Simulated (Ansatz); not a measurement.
# The Cr2NF2 MXene bilayer (AA) between two gates, part 2 of 3

Aim: screening and gap of the neutral Cr2NF2 MXene bilayer (AA) between oppositely charged gates.

Ansatz 0.2.0; plane-wave DFT, PBE-D3(BJ), Ansatz PAW.

So far. Step 2 (Relaxation): The lattice constant a goes from 2.764 to 2.990 Å.

In doubt: warnings of the run leave room for a lower electronic state, so energies may not be the lowest and differences between runs may mislead.

### 3. Gated layer, displacement field 0

The slab is cut off from its images along the normal. Two sheets of opposite charge stand for the gates, so the stack stays neutral in a displacement field; barriers ahead of the sheets keep electrons from leaking to them. The uncharged case sets the zero.

The input, input.yaml:

```yaml
crystal:
  lattice:
    - [2.9901280943, 0.0, 0.0]
    - [-1.4950640471, 2.5895268902, 0.0]
    - [0.0, 0.0, 52.2471739987]
  atoms:
    - { symbol: F, position: [0.3333333333, 0.6666666667, 0.3885377609], spin: 0.06 }
    - { symbol: Cr, position: [0.6666666667, 0.3333333333, 0.411136892], spin: 2.51 }
    - { symbol: "N", position: [0.0, 0.0, 0.4327240917], spin: -0.07 }
    - { symbol: Cr, position: [0.3333333333, 0.6666666667, 0.4543107517], spin: 2.51 }
    - { symbol: F, position: [0.6666666667, 0.3333333333, 0.476771427], spin: 0.06 }
    - { symbol: F, position: [0.3333333333, 0.6666666667, 0.523228573], spin: 0.06 }
    - { symbol: Cr, position: [0.6666666667, 0.3333333333, 0.5456892483], spin: 2.51 }
    - { symbol: "N", position: [0.0, 0.0, 0.5672759083], spin: -0.07 }
    - { symbol: Cr, position: [0.3333333333, 0.6666666667, 0.588863108], spin: 2.51 }
    - { symbol: F, position: [0.6666666667, 0.3333333333, 0.6114622391], spin: 0.06 }
  periodic: [true, true, false]
  symmetry: { detect: true }
magnetization:
  spin_polarized: true
kpoints:
  mp_grid: { grid: [30, 30, 1] }
  band_path:
    path: [[0, 0, 0], [0.5, 0, 0], [0.33333333, 0.33333333, 0], [0, 0, 0]]
    npoints: 16
hamiltonian:
  xc: pbe
  dispersion: d3bj
scf:
  occupations: { method: fermi_dirac, width: 0.02585 }
  convergence: { dr2_threshold: 1.0e-10 }
output:
  forces: true
  eigenvalues: true
  dos: { projected: true, e_range: [-3, 3], de: 0.01 }
  write_potential: true
  write_density: true
  volumetric_format: npy
  elf: true
external_charges:
  - { charge: 0, barrier: 10, axis: 3, height: 35.447, sigma: 0.25 }
  - { charge: 0, barrier: 10, axis: 3, height: 16.8, sigma: 0.25 }
```

The run is started by

```console
> ansatz run input.yaml --threads 4 --pin off --max-ram 12288MiB --backend cpu --events-out ev --progress --plain --runs-dir out
```

Numbers of over 12 decimals in the logs are rounded to 6 here.

Log:

```text
[...]
Crystal: 10 atoms, lattice volume = 404.551 Å³
Basis set: ecut = 420 eV, 7699 PW (Γ), exchange–correlation on 40×40×720 points (8 copies of the dense FFT grid, shifted against one another)
Bands: 63, of which v1, the nominal top of the filled ones, is band 47 counted from 1 (46 counted from 0)
Symmetry: 6 space group operations
k-points: 91 of 900 (time reversal used)
[...]
Starting moments: Σ|m| = 10.42 μB on 10 of 10 sites
[...]
SCF iter   1: F=—  HF=-17505.373164 eV  |F-HF|=—  |Δ(HF+E_count)|=         —  Δρ=3.74e-2 (↑3.74e-2 ↓3.34e-2)  dr2=2.17e1  dr2_m=1.52e-1  M=8.632 μB ∫|m|=8.824 μB  β_m=0.30  ethr=3.10e-3  ⟨swp⟩=18.1  Hψ=84560  notcnv=0
[...]
SCF iter  14: F=-17516.907375 eV  HF=-17516.907375 eV  |F-HF|=0.00e0  |Δ(HF+E_count)|=  6.62e-10  Δρ=2.90e-8 (↑2.06e-8 ↓2.90e-8)  dr2=5.83e-12  dr2_m=1.02e-12  M=12.076 μB ∫|m|=12.420 μB  ethr=1.00e-12  ⟨swp⟩=26.9  Hψ=106070  notcnv=0
SCF 1 converged in 14 iterations: F = -17516.907375 eV  dr2 = 5.83e-12
[...]
WARN: an SCF from ferrimagnetic starting moments (0.06, 2.92, -0.07, -2.92, 0.06, 0.06, -2.92, -0.07, 2.92, 0.06 Bohr magnetons, atom by atom) was not made, by what the run has read of turns of its moments that order reads lower: the deck asks for what bars it, or types moments that do (magnetization.spin_polarized, in the input reference, names some of the keys), or the run goes by scf.lower_state_search: light, the default, which as a rule tries one only behind a close that has lost an order of both signs, or on which an open d or half-filled 4f shell of a PAW file has lost a moment that was set nearer to Hund's than to what is left; [rest of the remark cut]
[...]
NSCF: frozen V_eff on 49 k-points
SCF converged after 14 iterations
Magnetization: 12.0758 μB (53.0379 up, 40.9621 down)
Absolute magnetization: 12.4202 μB (∫|ρ↑−ρ↓|, with the PAW one-centre terms)
[...]
Per-site moments (μB) at R_I (Å): [(0.059426, 0.862750), (2.519199, 0.850629), (-0.072753, 0.850622), (2.518871, 0.850622), (0.059470, 0.861069), (0.059470, 0.861069), (2.518871, 0.850622), (-0.072753, 0.850622), (2.519199, 0.850629), (0.059426, 0.862750)]
Free energy (F): -17516.907375 eV
[...]
Internal energy: -17516.898095 eV  (E = F + TS)
E sigma→0 (E₀):  -17516.902735 eV
Entropy (-TS):   -0.009280 eV (-0.928 meV/atom)
Fermi energy:    -5.183784 eV
[...]
--- Forces (eV/Å), atoms and charges each counted from 1 ---
  atom   1  F     -0.00000000     0.00000000     0.00003965
  atom   2  Cr     0.00000000    -0.00000000    -0.01365874
  atom   3  N     -0.00000000     0.00000000     0.00028288
  atom   4  Cr    -0.00000000     0.00000000     0.01320905
  atom   5  F      0.00000000    -0.00000000    -0.00023465
  atom   6  F     -0.00000000     0.00000000     0.00023457
  atom   7  Cr     0.00000000    -0.00000000    -0.01320881
  atom   8  N      0.00000000    -0.00000000    -0.00028288
  atom   9  Cr    -0.00000000     0.00000000     0.01365837
  atom  10  F      0.00000000    -0.00000000    -0.00003964
  external charge   1     0.00000000     0.00000000     0.00029844
  external charge   2     0.00000000     0.00000000    -0.00029826
  max |Σ_I F_I| component, the external charges' with the atoms': 2.20e-8 eV/Å
--- Band table (eV; the first three rows and the last of 182) ---
  k-point 0 ↑: bands = [... 43 lower, -7.4432, -7.0662, -7.0617, -6.2954, -6.2954, -6.2953, -6.2953, -5.5668, ... 12 higher]
  k-point 1 ↑: bands = [... 43 lower, -7.4233, -7.0547, -7.0515, -6.2938, -6.2932, -6.2872, -6.2866, -5.5957, ... 12 higher]
  k-point 2 ↑: bands = [... 43 lower, -7.3671, -7.0153, -7.0131, -6.2886, -6.2874, -6.2628, -6.2615, -5.6282, ... 12 higher]
  k-point 90 ↓: bands = [... 43 lower, -3.9374, -3.9023, -3.9023, -2.9012, -2.9012, -2.8658, -2.8636, -2.8636, ... 12 higher]
```

Wall time 6.3 min (4 threads of Arm Neoverse V1, shared host); peak memory 3 GiB.

Numbers from this step:

* energy at zero smearing: -17516.9027 eV
* total moment: 12.08 μB
* potential beyond the upper barrier and gate, less the barrier, from the Fermi level: 5.184 eV

Running mean over a fixed 2.8 Å (it still follows the layers) of the planar mean; beyond a gate it holds the 10 eV model barrier. Electron's electrostatic potential energy less the Fermi level against z:

| z (Å) | electron's electrostatic potential energy less the Fermi level (eV) |
| --- | --- |
| 5.0 | 15.2 |
| 7.5 | 15.2 |
| 10.0 | 15.2 |
| 12.5 | 15.2 |
| 15.0 | 15.2 |
| 17.5 | 7.64 |
| 20.0 | -2.26 |
| 22.5 | -11.2 |
| 25.0 | -3.77 |
| 27.5 | -5.32 |
| 30.0 | -10.9 |
| 32.5 | -0.655 |
| 35.0 | 8.56 |
| 37.5 | 15.2 |
| 40.0 | 15.2 |
| 42.5 | 15.2 |
| 45.0 | 15.2 |
| 47.5 | 15.2 |

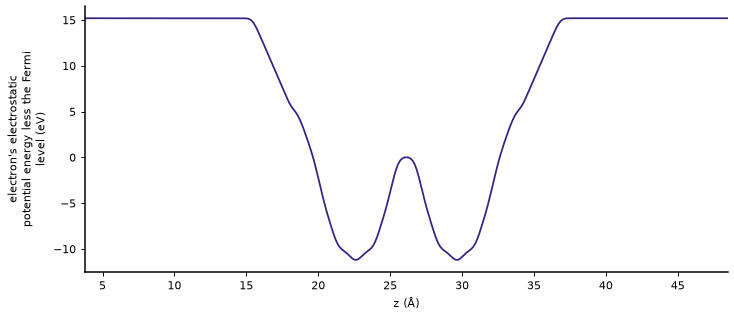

Electron's electrostatic potential energy less the Fermi level, plotted against z.

The density of states has structure finer than the step of the table below, so its rows give means over 0.25 eV, whole bins alone (the curve runs from -3 to 1.99 eV). Peaks (eV: height): total -1.050: 19.7, -0.670: 42.2, -0.550: 24.7, 1.950: 30.8; up -1.050: 19.7, -0.670: 41.1, -0.550: 23.7, 0.140: 5.30; down 1.830: 13.6, 1.950: 26.8.

Density of states against energy, zero at the Fermi level; means over each step; values in states/eV a cell:

| energy (eV) | total | up | down |
| --- | --- | --- | --- |
| -2.75 | 1.45 | 1.45 | 0 |
| -2.50 | 1.83 | 1.83 | 0 |
| -2.25 | 2.71 | 2.71 | 0 |
| -2.00 | 2.15 | 2.15 | 0 |
| -1.75 | 2.36 | 2.36 | 0 |
| -1.50 | 2.67 | 2.67 | 0 |
| -1.25 | 3.99 | 3.99 | 0 |
| -1.00 | 9.22 | 9.22 | 0.00108 |
| -0.75 | 13.2 | 12.4 | 0.831 |
| -0.50 | 9.09 | 8.00 | 1.09 |
| -0.25 | 4.00 | 2.78 | 1.22 |
| 0.00 | 4.36 | 2.97 | 1.39 |
| 0.25 | 4.29 | 2.48 | 1.80 |
| 0.50 | 2.57 | 1.27 | 1.30 |
| 0.75 | 3.19 | 0.925 | 2.26 |
| 1.00 | 5.43 | 3.25 | 2.18 |
| 1.25 | 5.09 | 3.06 | 2.03 |
| 1.50 | 6.81 | 3.13 | 3.68 |
| 1.75 | 10.4 | 2.92 | 7.49 |

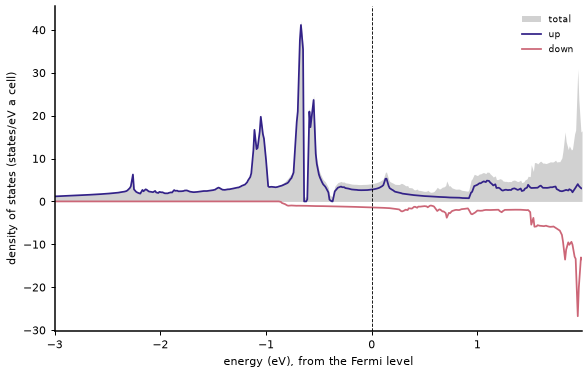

Density of states, plotted against energy. Down spins are drawn negative.

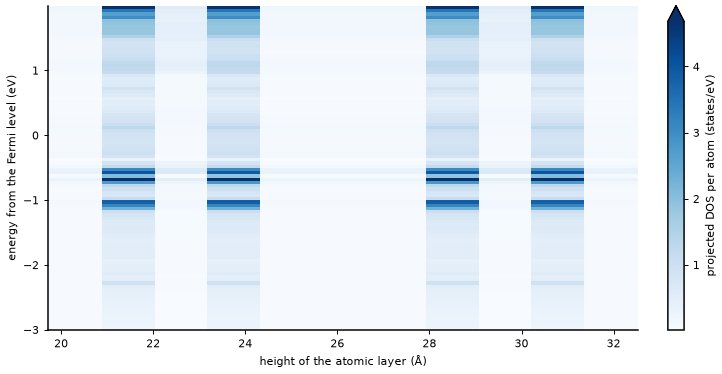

Projected DOS per atom over height of the atomic layer and energy from the Fermi level. Layers: F Cr N Cr F F Cr N Cr F from below.

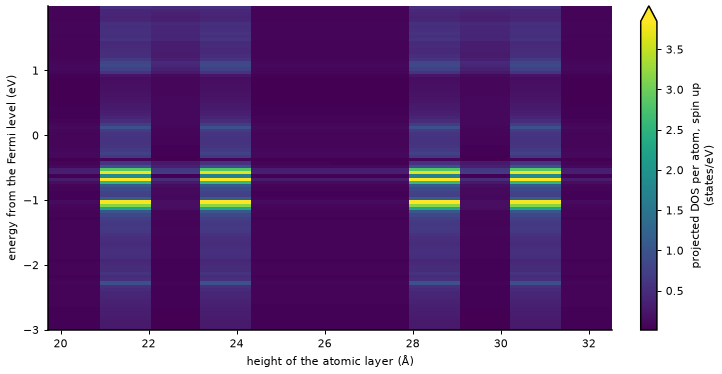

Projected DOS per atom, spin up over height of the atomic layer and energy from the Fermi level. Layers: F Cr N Cr F F Cr N Cr F from below.

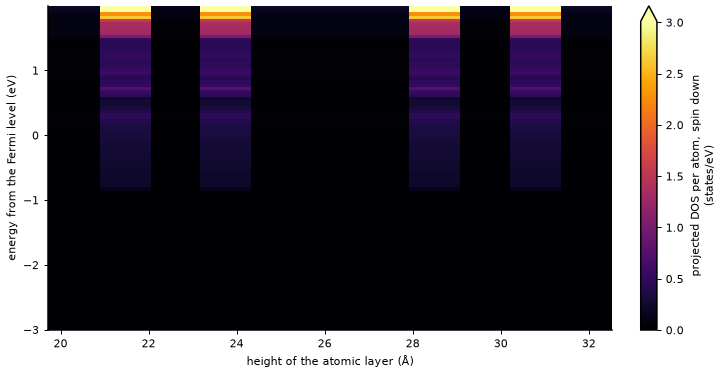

Projected DOS per atom, spin down over height of the atomic layer and energy from the Fermi level. Layers: F Cr N Cr F F Cr N Cr F from below.

Deep bands are left out, so band numbers here count from the lowest band kept and differ from the log's. Electronic bands along the path, in eV, zero at the Fermi level; # counts the bands kept:

```
point  up #29  up #30  up #31  up #32  down #19  down #20  down #21  down #22
    Γ   -0.36   -0.36   -0.36   -0.36      0.64      0.64      0.65      0.65
    M    0.13    0.14    0.92    0.96     -0.86     -0.82      1.81      1.82
    K    1.00    1.00    1.01    1.01      1.13      1.13      1.25      1.25
    Γ   -0.36   -0.36   -0.36   -0.36      0.64      0.64      0.65      0.65
```

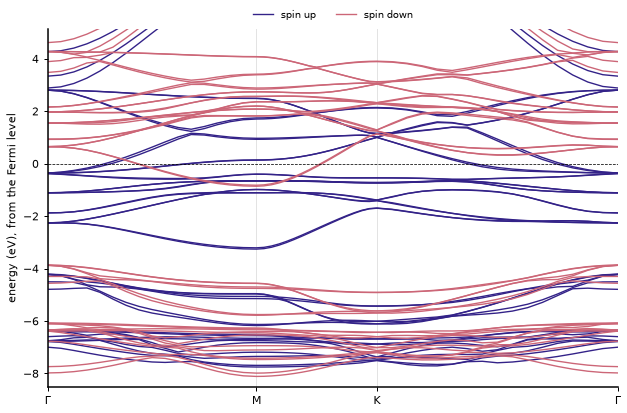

Electronic bands along the path; the two colours are the two spins.

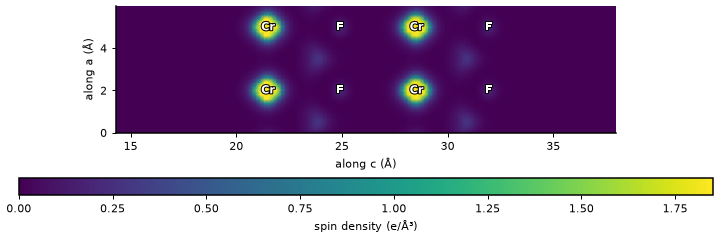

Spin density in the ca plane at fractional y = 0.333, with atoms of Cr and F within 0.2 Å of it. The far vacuum is left out of the map.

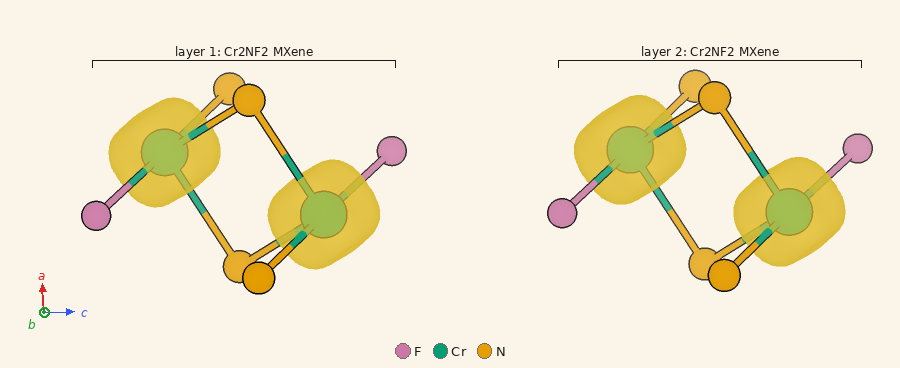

Surface of spin density = 0.36 e/Å³, which holds about 70 % of the integral of its size.

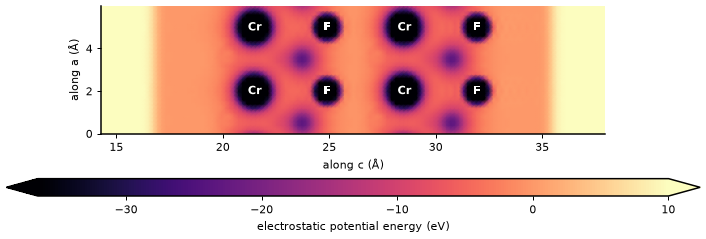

Electrostatic potential energy in the ca plane at fractional y = 0.333, with atoms of Cr and F within 0.2 Å of it. With pseudopotentials it is smooth inside the atoms' cores, unlike the true potential. The far vacuum is left out of the map.

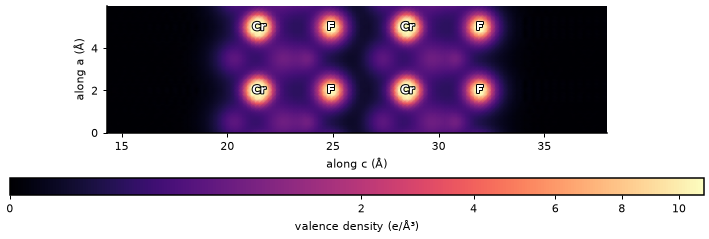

Valence density in the ca plane at fractional y = 0.333, with atoms of Cr and F within 0.2 Å of it. It is the smooth field of the valence electrons, not physical close to the nuclei. The colour scale is stretched toward low values. The far vacuum is left out of the map.

There is no gap.

### 4. Gated layer, displacement field 0.543 V/nm

input.yaml: that of step 3 with these lines changed.

```diff
@@ -34,3 +34,2 @@
   eigenvalues: true
-  dos: { projected: true, e_range: [-3, 3], de: 0.01 }
   write_potential: true
@@ -38,5 +37,6 @@
   volumetric_format: npy
-  elf: true
 external_charges:
   - { charge: 0, barrier: 10, axis: 3, height: 35.447, sigma: 0.25 }
+  - { charge: -0.002323, axis: 3, height: 36.947, sigma: 0.5 }
   - { charge: 0, barrier: 10, axis: 3, height: 16.8, sigma: 0.25 }
+  - { charge: 0.002323, axis: 3, height: 15.3, sigma: 0.5 }
```

Log:

```text
[...]
Crystal: 10 atoms, lattice volume = 404.551 Å³
Basis set: ecut = 420 eV, 7699 PW (Γ), exchange–correlation on 40×40×720 points (8 copies of the dense FFT grid, shifted against one another)
Bands: 63, of which v1, the nominal top of the filled ones, is band 47 counted from 1 (46 counted from 0)
Symmetry: 6 space group operations
k-points: 91 of 900 (time reversal used)
[...]
Starting moments: Σ|m| = 10.42 μB on 10 of 10 sites
[...]
SCF iter   1: F=—  HF=-17505.375450 eV  |F-HF|=—  |Δ(HF+E_count)|=         —  Δρ=3.74e-2 (↑3.74e-2 ↓3.34e-2)  dr2=2.17e1  dr2_m=1.52e-1  M=8.632 μB ∫|m|=8.826 μB  β_m=0.30  ethr=3.10e-3  ⟨swp⟩=18.4  Hψ=83564  notcnv=0
[...]
SCF iter  14: F=-17516.906803 eV  HF=-17516.906803 eV  |F-HF|=1.16e-10  |Δ(HF+E_count)|=  4.22e-10  Δρ=2.82e-8 (↑2.82e-8 ↓1.62e-8)  dr2=8.90e-12  dr2_m=1.09e-12  M=12.076 μB ∫|m|=12.420 μB  ethr=1.00e-12  ⟨swp⟩=27.3  Hψ=105911  notcnv=0
SCF 1 converged in 14 iterations: F = -17516.906803 eV  dr2 = 8.90e-12
[...]
SCF converged after 14 iterations
Magnetization: 12.0758 μB (53.0379 up, 40.9621 down)
Absolute magnetization: 12.4202 μB (∫|ρ↑−ρ↓|, with the PAW one-centre terms)
[...]
Per-site moments (μB) at R_I (Å): [(0.059434, 0.862750), (2.519637, 0.850629), (-0.072867, 0.850622), (2.519258, 0.850622), (0.059501, 0.861069), (0.059439, 0.861069), (2.518483, 0.850622), (-0.072639, 0.850622), (2.518760, 0.850629), (0.059417, 0.862750)]
Free energy (F): -17516.906803 eV
[...]
Internal energy: -17516.897523 eV  (E = F + TS)
E sigma→0 (E₀):  -17516.902163 eV
Entropy (-TS):   -0.009280 eV (-0.928 meV/atom)
Fermi energy:    -5.183854 eV
[...]
--- Forces (eV/Å), atoms and charges each counted from 1 ---
  atom   1  F     -0.00000000     0.00000000    -0.01761292
  atom   2  Cr     0.00000000    -0.00000000     0.00648919
  atom   3  N     -0.00000000    -0.00000000    -0.00163545
  atom   4  Cr    -0.00000000     0.00000000     0.01193249
  atom   5  F      0.00000000    -0.00000000     0.00041480
  atom   6  F     -0.00000000     0.00000000     0.00088700
  atom   7  Cr     0.00000000     0.00000000    -0.01448552
  atom   8  N     -0.00000000    -0.00000000    -0.00222041
  atom   9  Cr    -0.00000000     0.00000000     0.03386585
  atom  10  F      0.00000000    -0.00000000    -0.01760956
  external charge   1     0.00000000     0.00000000     0.00028606
  external charge   2     0.00000000     0.00000000    -0.00006324
  external charge   3     0.00000000     0.00000000    -0.00031132
  external charge   4     0.00000000     0.00000000     0.00006288
  max |Σ_I F_I| component, the external charges' with the atoms': 1.45e-7 eV/Å
--- Band table (eV; the first three rows and the last of 182) ---
  k-point 0 ↑: bands = [... 43 lower, -7.4433, -7.0664, -7.0616, -6.2956, -6.2956, -6.2953, -6.2953, -5.5672, ... 12 higher]
  k-point 1 ↑: bands = [... 43 lower, -7.4233, -7.0550, -7.0513, -6.2939, -6.2932, -6.2873, -6.2866, -5.5959, ... 12 higher]
  k-point 2 ↑: bands = [... 43 lower, -7.3672, -7.0157, -7.0129, -6.2887, -6.2874, -6.2629, -6.2615, -5.6284, ... 12 higher]
  k-point 90 ↓: bands = [... 43 lower, -3.9372, -3.9025, -3.9021, -2.9014, -2.9011, -2.8660, -2.8638, -2.8634, ... 12 higher]
```

Wall time 6.3 min (4 threads); peak memory 3 GiB; 25 min of CPU time.

Numbers from this step:

- energy at zero smearing: -17516.9022 eV
- potential beyond the upper barrier and gate, less the barrier, from the Fermi level: 5.445 eV

Deep bands are left out, so band numbers here count from the lowest band kept and differ from the log's. The electronic bands at the labelled points (eV, zero at the Fermi level; # counts the bands kept):

(Unchanged from step 3.)

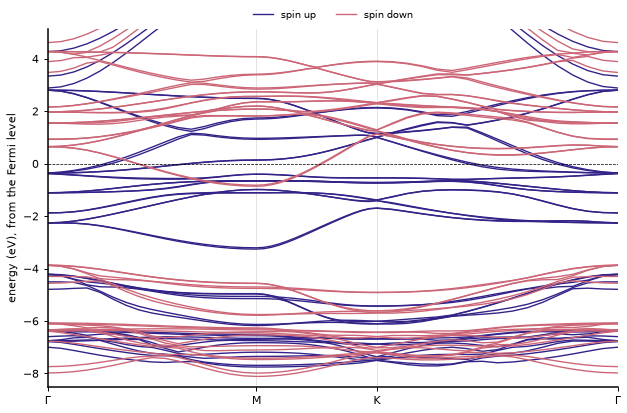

Electronic bands along the path; the two colours are the two spins.

There is no gap.

Of the bands kept, 6 cross the Fermi level on this path, both spins counted.

### 5. Gated layer, displacement field 1.09 V/nm

input.yaml: that of step 4 with these lines changed.

```diff
@@ -39,4 +39,4 @@
   - { charge: 0, barrier: 10, axis: 3, height: 35.447, sigma: 0.25 }
-  - { charge: -0.002323, axis: 3, height: 36.947, sigma: 0.5 }
+  - { charge: -0.004646, axis: 3, height: 36.947, sigma: 0.5 }
   - { charge: 0, barrier: 10, axis: 3, height: 16.8, sigma: 0.25 }
-  - { charge: 0.002323, axis: 3, height: 15.3, sigma: 0.5 }
+  - { charge: 0.004646, axis: 3, height: 15.3, sigma: 0.5 }
```

Log:

```text
[...]
Crystal: 10 atoms, lattice volume = 404.551 Å³
Basis set: ecut = 420 eV, 7699 PW (Γ), exchange–correlation on 40×40×720 points (8 copies of the dense FFT grid, shifted against one another)
Bands: 63, of which v1, the nominal top of the filled ones, is band 47 counted from 1 (46 counted from 0)
Symmetry: 6 space group operations
k-points: 91 of 900 (time reversal used)
[...]
k-point 0 ↑: bands = [... 43 lower, -7.4434, -7.0671, -7.0614, -6.2959, -6.2959, -6.2954, -6.2954, -5.5681, ... 12 higher]
  k-point 1 ↑: bands = [... 43 lower, -7.4235, -7.0557, -7.0510, -6.2942, -6.2933, -6.2876, -6.2868, -5.5965, ... 12 higher]
  k-point 2 ↑: bands = [... 43 lower, -7.3674, -7.0166, -7.0124, -6.2890, -6.2875, -6.2631, -6.2617, -5.6290, ... 12 higher]
  k-point 90 ↓: bands = [... 43 lower, -3.9371, -3.9029, -3.9022, -2.9017, -2.9012, -2.8664, -2.8642, -2.8634, ... 12 higher]
[key lines of the parts left out:]
SCF converged after 14 iterations
Magnetization: 12.0758 μB (53.0379 up, 40.9621 down)
Free energy (F): -17516.905088 eV
Fermi energy:    -5.184073 eV
```

Elapsed: 6.1 min, on 4 threads; peak memory 3 GiB.

There is no gap.

(Continued in part 3 of 3.)

[Logs are printed without paths, hosts, clocks, repeated set-up lines and the standing remarks that a program may print on its own settings, such as how far it seeks lower states.]

[Hosts, paths, dates, database ids (printed as entryN), source tags and the programs' standing remarks are cut or masked in the printed files.]

[Maps of the electrostatic potential energy from Ansatz leave out the sawtooth potential of an applied field or a dipole correction, so their vacuum need not be flat; planar profiles and work functions include it.]
